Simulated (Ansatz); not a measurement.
# Li6MgBr8 (Fm-3m):V_Br (site 2), thermodynamic levels from a 60-atom cell

Charge states of V_Br (site 2) in Li6MgBr8 (Fm-3m), set against the band edges. Model: a cell of 60 host atoms with 1 Br taken out.

Method: place-levels on PBEsol runs: charge-transition levels and formation energies with image-charge correction and potential alignment at the atomic sites, in Ansatz 0.2.0.

**1. The structure**

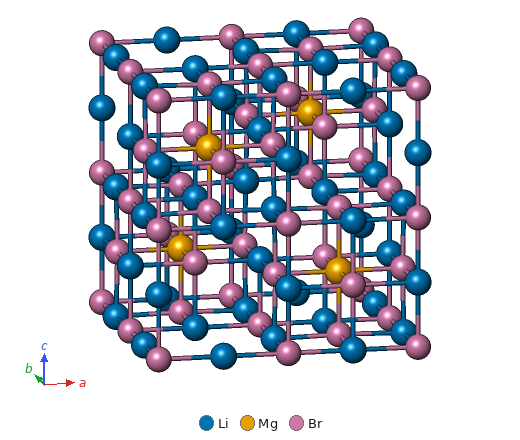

The starting structure, seen slightly off an axis (lithium blue, magnesium orange, bromine pink). Some periodic images of atoms are drawn too.

The cell holds 59 atoms: 24 Li, 4 Mg and 31 Br. Its edges and angles: a = 10.847 Å, b = 10.847 Å, c = 10.847 Å, α = 90.0°, β = 90.0°, γ = 90.0°. It derives from Li6MgBr8 (space group Fm-3m). Nearest the centre at fractional (0.250, 0.250, 0.750): Li21 at 2.71 Å, Li2 at 2.71 Å, Li13 at 2.71 Å, Li7 at 2.71 Å, Li17 at 2.71 Å, Li9 at 2.71 Å, Br54 at 3.84 Å, Br53 at 3.84 Å.

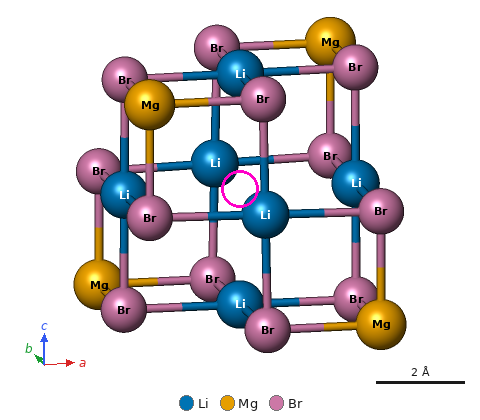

The atoms within 5 Å of the centre. A ring marks the centre wherever it is empty.

Screening for the image-charge correction: ε∞ = 3.52, ε0 = 11.03, from a response run on this crystal (DFPT, PBEsol) at that run's own cell.

The cell's shortest repeat is 10.8 Å.

**2. The runs of each charge state**

Levels follow from differences of total energies between charge states, each relaxed by itself.

Each atom starts 0.05 Å or so off its site in a random direction: a symmetric start keeps its symmetry, and would miss off-centre moves and Jahn–Teller distortions. Forces are taken at one point at (¼, ¼, ¼). The cell holds 1 electron more than the neutral one, with a uniform background that keeps it neutral on the whole.

The sampling was tested on the host first: at the k-points planned (1x1x1 shifted 0.25 0.25 0.25) its energy lies 0.000 eV an atom from the dense-mesh value, under the bound of 0.02 eV set for this test; that bounds the host's error, not the defect's.

One of the inputs; charge, spin and start change from state to state.

qm1.relax/input.yaml

```yaml
crystal:
  lattice:
    - [10.84714592, 0.0, 0.0]
    - [0.0, 10.84714592, 0.0]
    - [0.0, 0.0, 10.84714592]
  atoms:
    - { symbol: Li, position: [0.25, 0.0, 0.25] }
    - { symbol: Li, position: [0.25, 0.5, 0.75] }
    - { symbol: Li, position: [0.75, 0.0, 0.75] }
[... 4 atom lines left out ...]
    - { symbol: Li, position: [0.5, 0.75, 0.25] }
[... 1 atom line left out ...]
    - { symbol: Li, position: [0.0, 0.75, 0.25] }
[... 3 atom lines left out ...]
    - { symbol: Li, position: [0.25, 0.5, 0.25] }
[... 3 atom lines left out ...]
    - { symbol: Li, position: [0.25, 0.75, 0.5] }
[... 3 atom lines left out ...]
    - { symbol: Li, position: [0.25, 0.75, 0.0] }
[... 3 atom lines left out ...]
    - { symbol: Mg, position: [0.0, 0.5, 0.5] }
    - { symbol: Mg, position: [0.5, 0.0, 0.5] }
[... 9 atom lines left out ...]
    - { symbol: Br, position: [0.0, 0.24494824, 0.0] }
[... 1 atom line left out ...]
    - { symbol: Br, position: [0.5, 0.24494824, 0.5] }
[... 1 atom line left out ...]
    - { symbol: Br, position: [0.25505176, 0.0, 0.5] }
    - { symbol: Br, position: [0.25505176, 0.5, 0.0] }
[... 2 atom lines left out ...]
    - { symbol: Br, position: [0.24494824, 0.0, 0.0] }
    - { symbol: Br, position: [0.24494824, 0.5, 0.5] }
[... 2 atom lines left out ...]
    - { symbol: Br, position: [0.0, 0.0, 0.75505176] }
[... 2 atom lines left out ...]
    - { symbol: Br, position: [0.5, 0.5, 0.75505176] }
[... 1 atom line left out ...]
    - { symbol: Br, position: [0.0, 0.5, 0.74494824] }
    - { symbol: Br, position: [0.5, 0.0, 0.74494824] }
[... 1 atom line left out ...]
    - { symbol: Br, position: [0.0, 0.25505176, 0.5] }
[... 1 atom line left out ...]
    - { symbol: Br, position: [0.5, 0.25505176, 0.0] }
    - { symbol: Br, position: [0.5, 0.75505176, 0.5] }
  supercell: [1, 1, 1]
  defects: [{ vacancy: 32 }]
total_charge: -1
basis:
  ecutwfc: 420
  xc_grid: 2
hamiltonian:
  xc: pbesol
kpoints:
  mp_grid: { grid: [1, 1, 1], shift: [0.25, 0.25, 0.25] }
scf:
  occupations: { method: fixed }
  max_iter: 80
output:
  forces: true
  charged_corrections: { epsilon: 3.52, static_epsilon: 11.03 }
relax:
  f_tol: 0.02
  max_steps: 80
  random_displacement: { amplitude: 0.05, seed: 6651 }
checkpoint:
  write: "../qm1.relax.run"
  compress: false
  write_wavefunctions: true
  write_every: 100000
```

Command:

```bash
$ ansatz run input.yaml --threads 4 --pin off --max-ram 7536MiB --backend cpu --events-out ev --progress --plain --runs-dir out
```

Defect states can disperse in a cell of this size, so the energy is taken again at a 2×2×2 shifted mesh, on the relaxed structure.

The run of this state that the levels use, under PBEsol:

qm1.point/input.yaml

```yaml
crystal:
  checkpoint: "../qm1.relax.run"
  host: checkpoint
total_charge: -1
basis:
  ecutwfc: 420
  xc_grid: 2
hamiltonian:
  xc: pbesol
kpoints:
  mp_grid: { grid: [2, 2, 2], shift: [0.5, 0.5, 0.5] }
scf:
  occupations: { method: fermi_dirac, width: 0.01 }
  max_iter: 80
output:
  forces: true
  eigenvalues: true
  charged_corrections:
    epsilon: 3.52
    static_epsilon: 11.03
    defect_position: [0.25, 0.25, 0.75]
  eigenstates: { localisation: true }
  populations: true
  band_densities: [{ bands: [v1, v1] }, { bands: [c1, c1] }]
  write_density: true
  write_potential: true
  volumetric_format: npy
checkpoint:
  read: "../qm1.relax.run"
  write: "../qm1.point.run"
  compress: false
  write_wavefunctions: false
  write_every: 100000
```

Relaxations under PBEsol at one point at (¼, ¼, ¼); times on 4 threads of Arm Neoverse V2, shared host:

```
charge  moment (μB)  occupations    outcome  steps  largest displacement against the far atoms (Å)  time
    −1            0        fixed  converged      6                                            0.45  53 s
     0            1        fixed  converged      4                                            0.05  82 s
    +1            0        fixed  converged      4                                            0.23  40 s
```

Single points under PBEsol at a 2×2×2 shifted mesh; times on 4 threads of Arm Neoverse V2, shared host:

```
charge  moment (μB)  occupations    outcome     time
    −1            0  fermi-dirac  converged     75 s
     0            1  fermi-dirac  converged  2.9 min
    +1            0  fermi-dirac  converged     76 s
```

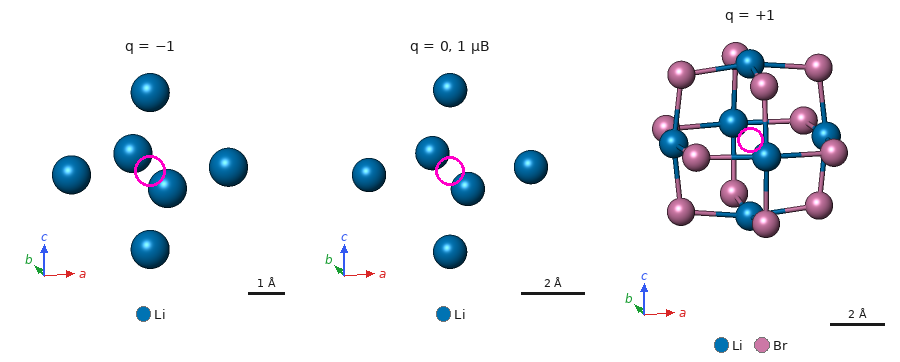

The structures near the centre after relaxation with PBEsol, by charge. A ring marks the centre wherever it is empty. Bonds to atoms that aren't drawn are left out.

Distances (Å) from the ideal centre to the nearest atoms after relaxation with PBEsol:

```
charge  moment (μB)       1.       2.       3.       4.       5.       6.
    −1            0  Li 2.26  Li 2.27  Li 2.28  Li 2.28  Li 2.28  Li 2.28
     0            1  Li 2.66  Li 2.67  Li 2.67  Li 2.67  Li 2.67  Li 2.68
    +1            0  Li 2.94  Li 2.94  Li 2.94  Li 2.94  Li 2.94  Li 2.95
```

**3. Placing the levels, PBEsol**

A charged cell interacts with its images and the background, and its potential has another zero than the host's. place-levels removes the first by a point-charge model, screened by the static dielectric constant since the ions have relaxed around the charge, and the second by comparing potentials at atoms far from the defect.

The host is a run of the defect-free crystal in the same cutoffs, grids and k-points, so that basis and sampling errors cancel in part in the differences. Its band edges come from a run of the primitive cell that searches the zone for them. Chemical potentials are energies per atom of Br (solid Br2 (Cmce)), run with the same functional and cutoff.

levels.point.yaml

```yaml
host:
  run: host.point.run
  levels_from: { run: edges.point.run }
states: [qm1.point.run, q0_M1.point.run, qp1.point.run]
geometry_from:
  qm1.point.run: qm1.relax.run
  q0_M1.point.run: q0_M1.relax.run
  qp1.point.run: qp1.relax.run
  host.point.run: host.relax.run
chemical_potentials:
  Br:
    energy: -2736.47272
    dataset: "<sha256 of the dataset>"
epsilon: 3.52
static_epsilon: 11.03
vertical:
  - { from: qm1.point.run, to: qm1.point_neutral.run }
  - { from: qp1.point.run, to: qp1.point_neutral.run }
```

Command:

```bash
$ ansatz place-levels levels.point.yaml -- --threads 4 --pin off --max-ram 7536MiB
```

Numbers of over 12 decimals in the logs are rounded to 6 here.

Output:

```text
[... repeated set-up lines and file paths are left out, and long positions are rounded to six places ...]
(+1/0) 3.817 eV above the valence edge, 0.861 eV under the conduction edge
(0/-1) 4.095 eV above the valence edge, 0.583 eV under the conduction edge
formation energy of charge +1: +0.185 eV with the Fermi level at the valence edge
formation energy of charge 0: +4.001 eV with the Fermi level at the valence edge
formation energy of charge -1: +8.096 eV with the Fermi level at the valence edge
vertical -1 to 0: no energy, since no alignment is typed
  the change from vertical[0].from (qm1.point.run) to vertical[0].to (qm1.point_neutral.run): by its potential at epsilon 3.52 it stands at 0.250 0.250 0.749, with an rms radius of about 1.7 Å (1.0 1.0 1.0 Å across the planes of the cell's vectors); [...]
vertical +1 to 0: no energy, since no alignment is typed
  the change from vertical[1].from (qp1.point.run) to vertical[1].to (qp1.point_neutral.run): by its potential at epsilon 3.52 it stands at 0.249 0.250 0.750, with an rms radius of about 2.1 Å (1.2 1.2 1.2 Å across the planes of the cell's vectors); [...]
  edges by pbesol of host.levels_from (edges.point.run), its mesh sampled to repeats of 38.35 Å (the valence edge +0.047 eV and the conduction edge -0.594 eV from those of the host's own run), gap 4.678 eV; the host is sampled to repeats of 30.68 Å
  the defect's cells are sampled to repeats of 30.68 Å, like sampling
  charge +1: -97445.9451 eV with its correction of -0.055 eV, at epsilon 11.03, aligned at sites: -0.2256 eV, mean over 37 atomic sites at or beyond 5.42 Å from the defect at [0.2500, 0.2500, 0.7500], with +0.000000 for the charge's moments and without [...]
  charge 0: +0.000 eV for its dipole among its images, +0.000 omitted
  charge -1: -97433.2605 eV with its correction of +0.354 eV, at epsilon 11.03, aligned at sites: -0.1836 eV, mean over 37 atomic sites at or beyond 5.42 Å from the defect at [0.2500, 0.2500, 0.7500], with +0.000000 for the charge's moments and without [...]
```

Elapsed: 0.29 s, on 4 threads of Arm Neoverse V2, shared host.

Levels between the charges placed, in eV above the valence top:

```
        gap (eV)  (+1/0)  (0/−1)
PBEsol      4.68    3.82    4.09
```

Corrections by state:

```
charge  moment (μB)  image terms and alignment (eV)  band filling (eV)  ε used  over the lowest of its charge, as the program ranks them, band filling apart (eV)
    +1          0.0                          -0.055                  -   11.03                                                                              0.000
     0          1.0                           0.000                  -       -                                                                              0.000
    −1          0.0                           0.354                  -   11.03                                                                              0.000
```

The charged structures listed were also run neutral, and place-levels reads from each pair, by the potential or the spins, how wide the charge is by which they differ; that can be the carrier of either run.

```
charge  rms radius (Å)  spread where it is widest against the cell (Å)  wide from (Å)  reading
    +1             2.1                                            1.20           1.88   narrow
    −1             1.7                                            0.99           1.88   narrow
```

The neutral runs of these pairs need not share the spin of the lowest neutral state, and very wide values only mean spread over the cell.

Chemical potentials of the elements' reference phases, run alike. Formation energy by charge state (elemental references; gap 4.68 eV):

```
charge  at valence top (eV)  at conduction bottom (eV)  correction included (eV)
    +1                 0.18                       4.86                     -0.05
     0                 4.00                       4.00                      0.00
    −1                 8.10                       3.42                      0.35
```

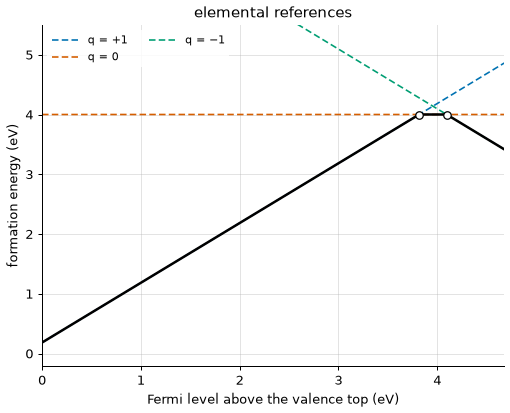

Formation energy against Fermi level; the thick line follows the lowest charge state and circles mark the transition levels.

Charge transition levels, in eV, zero at the valence-band top of the host:

```
       conduction bottom  valence top
V_Br2               4.68         0.00
```

```
        level  energy (eV)
V_Br2  (+1/0)         3.82
V_Br2  (0/−1)         4.09
```

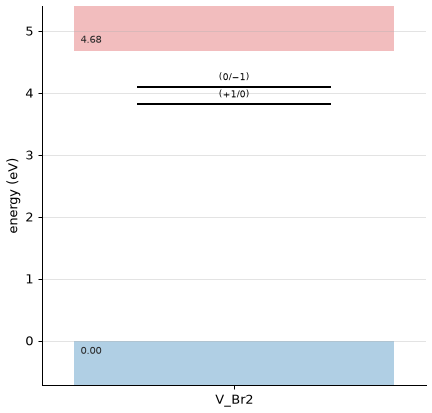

Charge transition levels. Shaded: valence and conduction bands.

**4. The same at the relaxations' own k-points**

The relaxations' own energies give the levels at their sampling, for comparison.

levels.relax_mesh.yaml

```yaml
host:
  run: host.relax.run
  levels_from: { run: edges.relax.run }
states: [qm1.relax.run, q0_M1.relax.run, qp1.relax.run]
chemical_potentials:
  Br:
    energy: -2736.47272
    dataset: "<sha256 of the dataset>"
```

Command:

```bash
$ ansatz place-levels levels.relax_mesh.yaml -- --threads 4 --pin off --max-ram 7536MiB
```

Output:

```text
(+1/0) 3.816 eV above the valence edge, 0.862 eV under the conduction edge
(0/-1) 4.095 eV above the valence edge, 0.583 eV under the conduction edge
formation energy of charge +1: +0.185 eV with the Fermi level at the valence edge
formation energy of charge 0: +4.001 eV with the Fermi level at the valence edge
formation energy of charge -1: +8.096 eV with the Fermi level at the valence edge
  edges by pbesol of host.levels_from (edges.relax.run), its mesh sampled to repeats of 38.35 Å (the valence edge +0.047 eV and the conduction edge -0.595 eV from those of the host's own run), gap 4.678 eV; the host is sampled to repeats of 15.34 Å
[... the lines on each state left out ...]
```

Elapsed: 0.11 s, on 4 threads.

Levels between neighbouring charges, in eV above the valence top:

```
                        gap (eV)  (+1/0)  (0/−1)
one point at (¼, ¼, ¼)      4.68    3.82    4.09
  a 2×2×2 shifted mesh      4.68    3.82    4.09
```

Going from one point at (¼, ¼, ¼) to a 2×2×2 shifted mesh moves the levels that carry no band-filling term by up to 0.00 eV and formation energies against the elements by up to 0.00 eV.

**5. Another choice**

The levels are placed again with one choice changed, to see how much they rest on it.

levels.try0.yaml is levels.point.yaml with these lines changed:

```diff
-static_epsilon: 11.03
+static_epsilon: 3.52
```

Command:

```bash
$ ansatz place-levels levels.try0.yaml -- --threads 4 --pin off --max-ram 7536MiB
```

Output:

```text
(+1/0) 3.574 eV above the valence edge, 1.104 eV under the conduction edge
(0/-1) 4.338 eV above the valence edge, 0.340 eV under the conduction edge
formation energy of charge +1: +0.428 eV with the Fermi level at the valence edge
formation energy of charge 0: +4.001 eV with the Fermi level at the valence edge
formation energy of charge -1: +8.340 eV with the Fermi level at the valence edge
vertical -1 to 0: no energy, since no alignment is typed
vertical +1 to 0: no energy, since no alignment is typed
[...]
[... the lines on each state left out ...]
```

The change: the electronic dielectric constant for relaxed ions.

Levels in eV above the valence top; the changed ones are not the defect's:

```
           gap (eV)  (+1/0)  (0/−1)
  changed      4.68    3.57    4.34
as set up      4.68    3.82    4.09
```

The largest shift is 0.24 eV.

**6. Summary of results**

* gap of the host: 4.68 eV (PBEsol)
* level (plus 1/0): 3.82 eV above the valence top
* level (0/minus 1): 4.09 eV above the valence top
* lowest of the charges placed, just above the valence top (0.02 eV): +1
* lowest of the charges placed, just below the conduction bottom (0.02 eV): −1
* lowest formation energy at mid-gap of the charges run, elemental references: 2.52 eV

Of the charges placed (−1, 0 and +1), the lowest changes at 3.82 eV (+1/0) and 4.09 eV (0/−1) above the valence top, in a gap of 4.68 eV. Charges above +1 and below −1 were not placed, so these runs say nothing of levels that involve them. States placed: +1 at 0 μB; 0 at 1 μB; −1 at 0 μB. Other spin states or structures, where not listed, weren't placed. Going from one point at (¼, ¼, ¼) to a 2×2×2 shifted mesh moves the levels that carry no band-filling term by up to 0.00 eV and formation energies against the elements by up to 0.00 eV. What this leaves open: PBEsol makes the gap too small and tends to spread out bound carriers.

[Logs are printed without paths, hosts, clocks, repeated set-up lines and the standing remarks that a program may print on its own settings, such as how far it seeks lower states.]

[Hosts, paths, dates, database ids (printed as entryN), source tags and the programs' standing remarks are cut or masked in the printed files.]

[Where a table of states has a column of steps, it counts the stored structures, which are thinned; the runs took as many ionic steps or more.]

[A defect's name tells the site on which it was built; relaxed atoms can leave that site.]

[For some hosts the program warned that the k-mesh of the response run may be too coarse for force constants and the static dielectric constant; such warnings are not shown here.]
